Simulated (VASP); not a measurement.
Band structure of PtAl2 (fluorite). Level of theory: PW91 GGA, VASP's PBE PAW potentials (set 64) (plane waves; VASP).

Unless said otherwise, spin-orbit coupling is left out, though it shifts the bands of the heavy elements here.

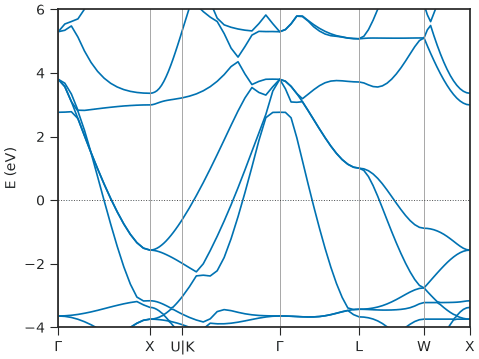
Figure: Bands along high-symmetry lines, zero at the valence-band maximum or, without a gap, the Fermi level

Task: Read the plot: is there a gap, and where are the band edges?

Result: It has no gap at this level: it comes out as a metal or semimetal. (Edges off the drawn lines would not show.)

The compound is PtAl2 in the fluorite structure. It was relaxed first.
